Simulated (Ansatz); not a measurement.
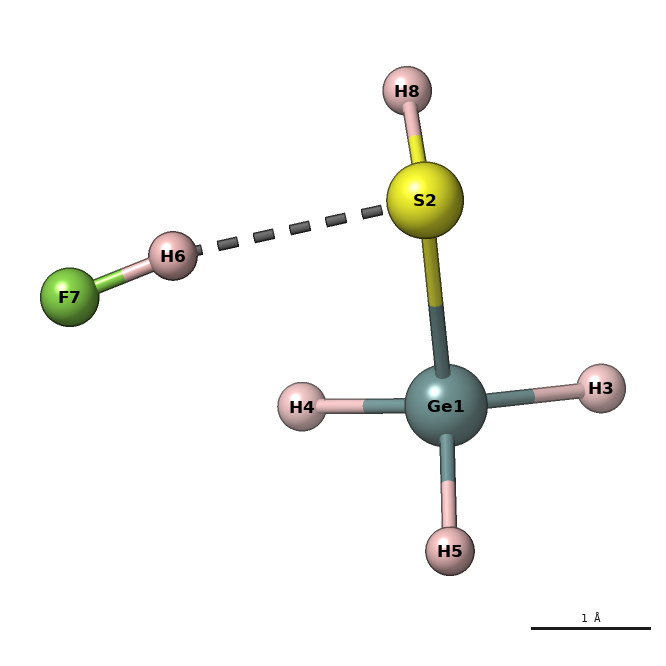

Broken lines mark hydrogen bonds. The computed structure is the end point of a PBE0-D4/def2-TZVP optimisation.

Tabulate the hydrogen bonds (donors O, N, F, S, Cl) with their geometry.

| D–H···A | D–H (Å) | H···A (Å) | angle (°) | kind |
| --- | --- | --- | --- | --- |
| F7–H6···S2 | 0.94 | 2.19 | 167 | intermolecular |
